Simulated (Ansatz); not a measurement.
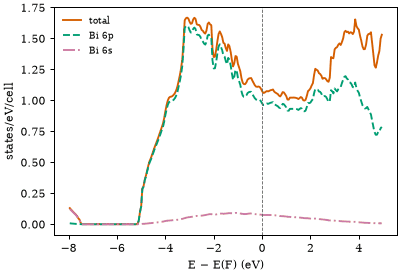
Fig. 1. Total and projected density of states of Bi in space group Pmma (No. 51; Bi on 2e), DFT-PBEsol in the program Ansatz with PAW potentials

Task: Which orbitals carry the states next to the Fermi level?

Result: Within 0.5 eV of the Fermi level: Bi 6p 91 %, Bi 6s 7 %. Projections are on Löwdin-orthogonalised atomic valence shells; empty p or d shells of many metals are not among them.

Task: Where is the tallest occupied peak in this window, and what makes it?

Result: Near -3.1 eV, about 1.7 states/eV per cell; the largest projected share is Bi 6p.

The workflow started from a Materials Project entry (that database holds measured and hypothetical structures alike); the Crystallography Open Database copy checked does not list it. It is not the phase usual at ambient conditions (space group No. 166). The PBEsol relaxation kept the symmetry of its start; of distortions, only those at the zone centre were tested. Spin–orbit coupling is left out wherever it is not named.

Potentials: the later of the program's two PAW sets.
